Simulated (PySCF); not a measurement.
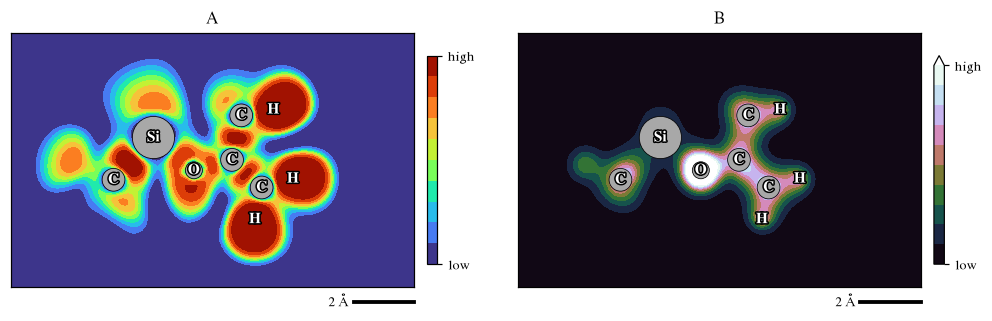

C4H7F2OSi (charge −1): 2 fields on the plane of atoms C1, C2 and C3, with unlabelled colour scales. Grey discs cover the atomic cores.

Geometry: GFN2-xTB.

Level of theory: PBE0/def2-SVPD, SCF density, gas phase in PySCF.

Match the panels to the quantities (electron density and electron localisation function).

Answer. Panel A: electron localisation function. Panel B: electron density. From the grid: C–O (1.31 Å): the density is about 2.6 e/Å³ at the midpoint; the ELF peaks at about 0.90 between the atoms; a shared but strongly polarised pair. C–C (1.34 Å): ρ is about 2.3 e/Å³ halfway; the ELF peaks at about 0.95 between the atoms (a short, multiple covalent bond).
